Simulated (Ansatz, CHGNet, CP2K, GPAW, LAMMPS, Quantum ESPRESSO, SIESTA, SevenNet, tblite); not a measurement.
## Codes compared on liquid Si0.5Ge0.5 at 2500 K (104 atoms)

How near do other programs and methods come to a plane-wave reference for liquid Si0.5Ge0.5 at 2500 K (104 atoms)? A plane-wave run serves as the reference.

Program: Quantum ESPRESSO 7.5. Level of theory: Kohn-Sham DFT, PBE, SSSP efficiency 1.3.0 pseudopotentials, plane waves. Results are calculated unless marked as measured.

### 1. Set-up

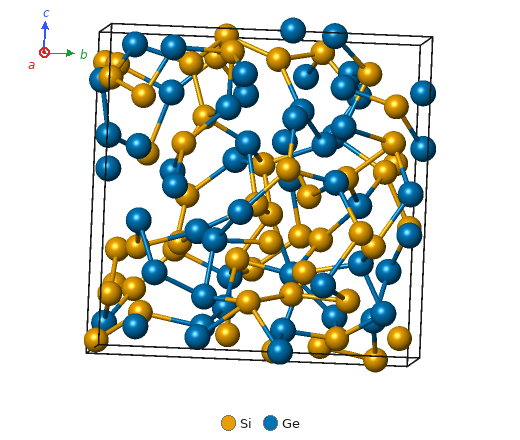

Start, viewed slightly off an axis; silicon orange, germanium blue. Bonds to atoms that aren't drawn are left out. Some periodic images of atoms are drawn too.

The cell holds 104 atoms: 52 Si and 52 Ge. Cell: a = 13.176 Å, b = 13.176 Å, c = 13.176 Å, α = 90.0°, β = 90.0°, γ = 90.0°. 104 atoms (52 Si, 52 Ge) placed at random at 3.8 g/cm³, melted at 3500 K for 10 ps at fixed volume with the Tersoff potential (Tersoff, Phys. Rev. B 39, 5566 (1989)). Snapshot at the end of a hold of 5 ps at 2500 K and fixed volume.

### 2. Reference: Quantum ESPRESSO, plane waves

The input, pw.in:

```
&control
  calculation = 'scf'
  pseudo_dir = './pseudo'
  outdir = './tmp'
  disk_io = 'none'
  tprnfor = .true.
  tstress = .true.
/
&system
  ibrav = 0
  nat = 104
  ntyp = 2
  ecutwfc = 45
  ecutrho = 360
  nosym = .true.
  occupations = 'smearing'
  smearing = 'fd'
  degauss = 0.003675
/
&electrons
  conv_thr = 5.2e-07
  electron_maxstep = 100
  mixing_beta = 0.2
  mixing_mode = 'local-TF'
  diagonalization = 'david'
/
ATOMIC_SPECIES
Si 28.085 Si.upf
Ge 72.630 Ge.upf
CELL_PARAMETERS angstrom
13.17580 0.00000 0.00000
0.00000 13.17580 0.00000
0.00000 0.00000 13.17580
ATOMIC_POSITIONS crystal
Si 0.90958 0.57117 0.57154
Si 0.54172 0.76709 0.56193
Si 0.10321 0.43324 0.07243
Si 0.52760 0.64862 0.26415
Si 0.00922 0.50422 0.28174
Si 0.09613 0.28982 0.50063
Si 0.59841 0.90688 0.67490
Si 0.75531 0.60266 0.18820
Si 0.47940 0.75960 0.06355
Si 0.72915 0.38918 0.93593
Si 0.16513 0.25581 0.32975
Si 0.05702 0.72400 0.04917
[... 88 atom lines left out ...]
Ge 0.10639 0.46025 0.82068
Ge 0.35122 0.80330 0.82298
Ge 0.98616 0.56569 0.00200
Ge 0.84789 0.58846 0.73265
K_POINTS gamma
```

The run is started by

```bash
$ OMP_NUM_THREADS=1 mpirun -np 4 pw.x -in pw.in > output.txt
```

Numbers of over 12 decimals in the logs are rounded to 6 here.

The program printed:

```text
Program PWSCF
     gamma-point specific algorithms are used
     one sub-group per band group will be used
     scalapack distributed-memory algorithm (size of sub-group:  2*  2 procs)
     Parallelization info
     sticks:   dense  smooth     PW     G-vecs:    dense   smooth      PW
     Min        4445    2223    556               445106   157473   19700
     Max        4448    2226    557               445110   157476   19704
     Sum       17785    8897   2225              1780431   629899   78805
     bravais-lattice index     =            0
     lattice parameter (alat)  =      24.8987  a.u.
     unit-cell volume          =   15435.7446 (a.u.)^3
     number of atoms/cell      =          104
     number of atomic types    =            2
     number of electrons       =       936.00
[... lines left out ...]
     scf convergence threshold =      5.2E-07
[... lines left out ...]
     number of k points=     1  Fermi-Dirac smearing, width (Ry)=  0.0037
[... lines left out ...]
     total energy              =  -11699.84622023 Ry
[... lines left out ...]
     total energy              =  -11699.29729367 Ry
[... lines left out ...]
     total energy              =  -11699.51062579 Ry
[... lines left out ...]
     total energy              =  -11699.51406962 Ry
[... lines left out ...]
     total energy              =  -11699.51407039 Ry
[... lines left out ...]
          k = 0.0000 0.0000 0.0000 ( 39403 PWs)   bands (ev):
   -17.8352 -17.8237 -17.7980 -17.7917 -17.7773 -17.7671 -17.7544 -17.7500
   -17.7496 -17.7465 -17.7460 -17.7449 -17.7370 -17.7291 -17.7269 -17.7259
   -17.7224 -17.7220 -17.7160 -17.7157 -17.7105 -17.7096 -17.7073 -17.7059
[...]
10.1132  10.1325  10.1873  10.2561  10.2671  10.2909  10.3415  10.3570
    10.3861  10.4224  10.4326  10.4708  10.4951  10.5436  10.5734  10.6112
    10.6528  10.6845
     the Fermi energy is     7.0107 ev
!    total energy              =  -11699.51407149 Ry
     estimated scf accuracy    <       0.00000031 Ry
     smearing contrib. (-TS)   =      -0.02505887 Ry
     internal energy E=F+TS    =  -11699.48901261 Ry
     The total energy is F=E-TS. E is the sum of the following terms:
     one-electron contribution =   -9138.77963477 Ry
     hartree contribution      =    5310.91385384 Ry
     xc contribution           =   -3347.45871935 Ry
     ewald contribution        =   -4524.16451234 Ry
     convergence has been achieved in  12 iterations
     Forces acting on atoms (cartesian axes, Ry/au):
     atom    1 type  1   force =     0.01473562   -0.07364874   -0.04719414
     atom    2 type  1   force =    -0.05638096    0.03902209    0.03081613
     atom    3 type  1   force =     0.00555351   -0.03874353   -0.01017280
[...]
atom  103 type  2   force =    -0.03838349   -0.08722792    0.01578125
     atom  104 type  2   force =     0.01537190   -0.02123589    0.07149412
     Total force =     0.675900     Total SCF correction =     0.001874
     Computing stress (Cartesian axis) and pressure
          total   stress  (Ry/bohr**3)                   (kbar)     P=       11.32
   0.00007213  -0.00000155  -0.00001021           10.61       -0.23       -1.50
  -0.00000155   0.00008261  -0.00007268           -0.23       12.15      -10.69
  -0.00001021  -0.00007268   0.00007615           -1.50      -10.69       11.20
     Message from routine punch:
     Nothing written, as per user request (disk_io='none')
```

Run time: 9 min. Hardware: 4 MPI ranks of Arm Neoverse V2, shared host; peak memory 6.7 GiB; 36 min of CPU time.

Banners, paths, timers and routine set-up lines are dropped from the logs unmarked, and long logs keep their key lines alone; longer cuts are marked.

Numbers from this run:

```
r.m.s. force component : 0.9838 eV/Å
longest force          : 4.719 eV/Å
pressure               : 1.132 GPa
```

### 3. The ladder

The programs:
- CHGNet: machine-learned potential, published weights.
- CP2K 2026.2: Gaussian basis with GTH pseudopotentials and a plane-wave density; labels give functional, basis (MOLOPT sets; SR short-range, UZH the newer set with its own potentials), grid cutoff/relative cutoff and solver (OT: orbital transformation; TRS4, TC2, SIGN: linear-scaling purification with its sparsity filter), or its built-in tight binding.
- GPAW 26.7.0: PAW with atomic orbitals (LCAO), plane waves or a real-space grid of spacing h.
- SIESTA 5.4.2: numerical atomic orbitals, whose automatically made sets are far from complete, with PseudoDojo norm-conserving potentials that we converted to its format (checked against plane waves on the same files for H, C, O, Si, Ge and Ca alone); labels give functional, basis size, energy shift and mesh cutoff.
- SevenNet: machine-learned potential, published weights.
- tblite 0.8.0: extended tight binding, driven from Python.

All use the same cell and atoms; the electronic-structure runs use the same k-mesh, and an electronic temperature of 580 K (0.05 eV) where levels are smeared.

Differences are against the plane-wave reference, forces as r.m.s. over components; share is that over the reference's r.m.s. force, slope the least-squares factor from reference forces to these. Total energies of different programs have different zeros and aren't compared.

```tsv
run	Δ force, r.m.s. (meV/Å)	share (%)	slope	Δ pressure (GPa)	cores	CPU time	memory (GiB)
reference	-	-	-	-	4	36 min	6.7
CHGNet 0.3.0 potential	305	31.0	0.860	-0.905	1	3.5 s	0.83
CP2K PBE+rVV10L, DZVP-MOLOPT-SR, 350/50 Ry, diagonalisation	49.4	5.02	1.017	0.313	2	7.5 min	4.8
CP2K PBE, DZVP-MOLOPT-SR, 350/20 Ry, diagonalisation (coarse)	41.1	4.18	1.010	0.663	2	2.5 min	2.5
CP2K PBE, DZVP-MOLOPT-SR, 350/50 Ry, diagonalisation	40.7	4.14	1.011	0.635	2	3.7 min	2.5
CP2K PBE, DZVP-MOLOPT-SR, 489/50 Ry, diagonalisation	40.7	4.14	1.011	0.635	4	5.2 min	5.9
CP2K PBE, SZV-MOLOPT-SR, 350/50 Ry, diagonalisation (coarse)	603	61.3	1.283	5.11	1	2.2 min	2.3
CP2K RPBE, PBE potentials, DZVP-MOLOPT-SR, 350/50 Ry, diagonalisation	40.8	4.15	1.004	1.04	2	3.8 min	2.5
GPAW PBE, LCAO dzp, h 0.2 Å	111	11.3	1.098	-	1	6.7 min	2.1
GPAW PBE, LCAO sz(dzp), h 0.2 Å (coarse)	552	56.1	1.421	-	1	1.7 min	1.6
GPAW PBE, LCAO szp(dzp), h 0.2 Å (coarse)	244	24.8	1.200	-	1	4.9 min	2.0
GPAW PBE, plane waves 350 eV	41.5	4.22	1.034	0.406	4	18 min	2.6
SIESTA PBE, DZ, shift 0.01 Ry, mesh 300 Ry (coarse)	311	31.7	1.208	4.49	1	3.7 min	1.2
SIESTA PBE, DZP, shift 0.01 Ry, mesh 300 Ry	162	16.5	1.100	1.38	2	10 min	2.4
SIESTA PBE, SZ, shift 0.01 Ry, mesh 300 Ry (coarse)	722	73.4	1.593	10.1	1	2.3 min	1
SevenNet 0 potential	256	26.0	0.916	-0.469	1	7.2 s	0.81
SevenNet l3i5 potential	227	23.1	0.946	-0.392	1	8.7 s	1.2
tblite IPEA1-xTB	544	55.3	1.358	2.75	1	12 s	0.21
```

Rows marked coarse were listed beforehand as settings not expected to be converged; some can still land near the reference.

Times of the machine-learned potentials are mostly Python's start and the loading of weights.

CPU time is summed over cores on a shared host, where runs went side by side, so it is rough. Symmetry, cutoffs, thresholds, outputs and thread counts weren't matched or tuned between programs; memory under MPI is the largest rank's times the ranks.

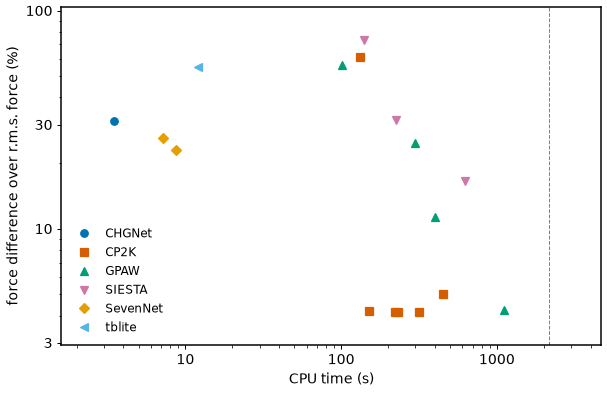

Force difference against CPU time; the dashed line marks the reference's time.

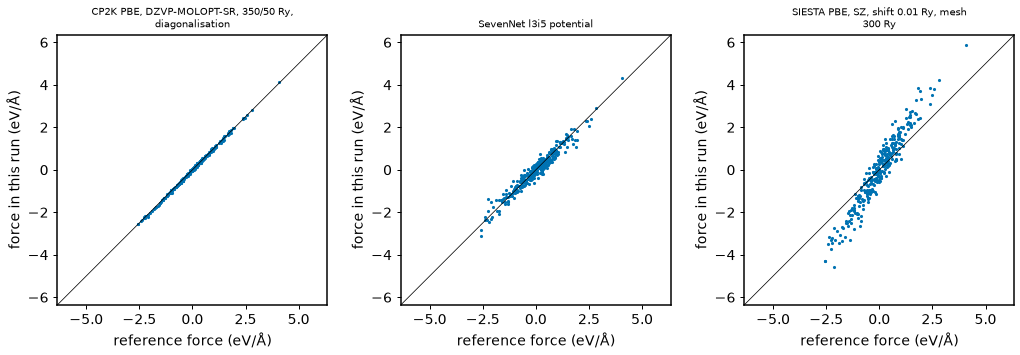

Force components against those of the reference; the line marks equality.

Left out of this page: QE PBE, sssp-1.3.0-efficiency, 45/360 Ry (killed or ended with an error).

Runs without a result: CP2K GFN1-xTB, diagonalisation (not converged, the SCF not settling); tblite GFN2-xTB (not converged).

Mean charges by element (e), by run and scheme:

```tsv
run	scheme	Si	Ge
CP2K PBE+rVV10L, DZVP-MOLOPT-SR, 350/50 Ry, diagonalisation	Mulliken	-0.17	+0.17
CP2K PBE, DZVP-MOLOPT-SR, 350/50 Ry, diagonalisation	Mulliken	-0.17	+0.17
CP2K PBE, DZVP-MOLOPT-SR, 489/50 Ry, diagonalisation	Mulliken	-0.17	+0.17
CP2K RPBE, PBE potentials, DZVP-MOLOPT-SR, 350/50 Ry, diagonalisation	Mulliken	-0.17	+0.17
SIESTA PBE, DZP, shift 0.01 Ry, mesh 300 Ry	Hirshfeld	-0.03	+0.03
tblite IPEA1-xTB	Mulliken	+0.23	-0.23
```

Within one program, basis, potentials and functional, energies share a zero. Each run against its twin at the usual cutoff or grid and solver:

```tsv
run	twin	Δ energy (meV/atom)	Δ force, r.m.s. (meV/Å)	CPU time over the twin's
CP2K PBE, DZVP-MOLOPT-SR, 350/20 Ry, diagonalisation	DZVP-MOLOPT-SR, 350/50 Ry, diagonalisation	-0.814	8.04	0.68
CP2K PBE, DZVP-MOLOPT-SR, 489/50 Ry, diagonalisation	DZVP-MOLOPT-SR, 350/50 Ry, diagonalisation	-4.0e-4	0.032	1.4 (this twin ran on 2 cores)
```

### 4. What came out

```
reference r.m.s. force component                       : 0.984 eV/Å
nearest in forces                                      : a tie at 4.1 % of 3 runs: CP2K PBE, DZVP-MOLOPT-SR, 350/50 Ry, diagonalisation; CP2K PBE, DZVP-MOLOPT-SR, 489/50 Ry, diagonalisation; CP2K RPBE, PBE potentials, DZVP-MOLOPT-SR, 350/50 Ry, diagonalisation
farthest in forces                                     : SIESTA PBE, SZ, shift 0.01 Ry, mesh 300 Ry (coarse), 73 %
cheapest electronic-structure run beside the reference : tblite IPEA1-xTB, 12 s of CPU time
```

PBE on plane waves or a grid with other potentials, cutoffs or grids, coarse settings apart, differs from the reference by 4.2 % (GPAW PBE, plane waves 350 eV) of the r.m.s. force; this holds the reference's own error, so differences of a few per cent don't tell which side is nearer the exact PBE result. The PBE runs in local orbitals, coarse settings apart, differ by 4.1 % (CP2K PBE, DZVP-MOLOPT-SR, 350/50 Ry, diagonalisation) to 16 % (SIESTA PBE, DZP, shift 0.01 Ry, mesh 300 Ry); basis, grid and potentials can all enter. Tight binding differs by 55 % (tblite IPEA1-xTB); it is another model, with fitted parameters of its own, and the xTB methods hold dispersion. Machine-learned potentials differ by 23 % (SevenNet l3i5 potential) to 31 % (CHGNet 0.3.0 potential); they were trained on other programs' data. Rows with another functional or a dispersion term differ by 4.1 % (CP2K RPBE, PBE potentials, DZVP-MOLOPT-SR, 350/50 Ry, diagonalisation) to 5.0 % (CP2K PBE+rVV10L, DZVP-MOLOPT-SR, 350/50 Ry, diagonalisation), which mixes the change of model with differences of basis and potentials, some of them made for another functional. IPEA1-xTB was fitted to ionisation energies and electron affinities, not to forces or charges. Runs with settings chosen to be coarse differ by 4.2 % (CP2K PBE, DZVP-MOLOPT-SR, 350/20 Ry, diagonalisation) to 73 % (SIESTA PBE, SZ, shift 0.01 Ry, mesh 300 Ry), their programs' other errors included. Of the electronic-structure runs that take under half the reference's CPU time, CP2K PBE, DZVP-MOLOPT-SR, 350/50 Ry, diagonalisation is among the nearest, at 4.1 % in 3.7 min against 36 min. SIESTA PBE, SZ, shift 0.01 Ry, mesh 300 Ry stiffens the forces by a factor of 1.59 while following their directions (correlation 0.965); the slopes of the 3 SIESTA runs lie between 1.10 and 1.59. In pressure, SIESTA PBE, SZ, shift 0.01 Ry, mesh 300 Ry misses by +10.1 GPa, at the same functional. Charges hang on model, scheme and program or settings: among these rows the mean for Si runs from -0.17 to +0.23 e, even in sign. In the reference: levels near the Fermi energy are neither full nor empty under the smearing, so no gap is quoted. Periodic xTB results under one method name differ between programs and library versions. The potentials hold different valence shells: 936 electrons in the reference, 416 in GPAW and 416 in CP2K with SZV-MOLOPT-SR; this bears on time and differences. GPAW's setups keep the filled d shell of Ge in the core. The reference's pressure holds the uncorrected Pulay stress of its 45 Ry basis, so small pressure differences, and their order, may be the reference's own error. The frame stands for 2500 K, but pressures are static and levels are smeared at 580 K, under the temperature of the frame, which matters where levels are partly filled. Machine-learned potentials mimic data converged in k, so the reference's own k-point error enters their differences. The network of bonds at the start is that of the classical potential that made the cell, and needn't be the one that DFT or experiment would give. The electronic-structure runs sample only Γ, in a cell whose shortest periodic width is 13 Å, which is coarse for a cell with partly filled levels.

[Also dropped from logs without a mark: logging warnings of Python, and SIESTA's first energy breakdown and zero terms.]

[Logs are printed without paths, hosts, clocks, repeated set-up lines and the standing remarks that a program may print on its own settings, such as how far it seeks lower states.]

[Hosts, paths, dates, database ids (printed as entryN), source tags and the programs' standing remarks are cut or masked in the printed files.]
